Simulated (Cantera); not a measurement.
Feed: 1 mol Fe(CO)₅, 1.6 mol N₂, equilibrated at 1.33 mbar.

Equilibrium computed with Cantera from the NASA thermochemical tables; the gas is ideal and each condensed phase is pure. Candidate condensed phases: C, Fe, Fe(CO)₅, FeO, Fe₂O₃, Fe₃O₄; 27 gas species. Condensed phases not in the tables: cementite and carbon dissolved in iron. Rates play no part.

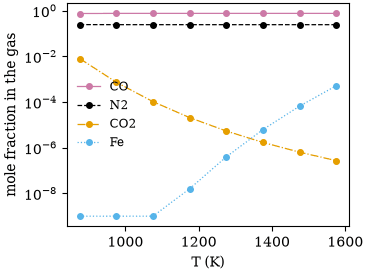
Figure. Equilibrium gas composition (values under 1e-9 drawn at 1e-9)

From 875 K to 1075 K the condensed part is C(graphite) + Fe(α). At 1175 K the condensed part is Fe(α). From 1275 K to 1575 K the condensed part is Fe(γ).
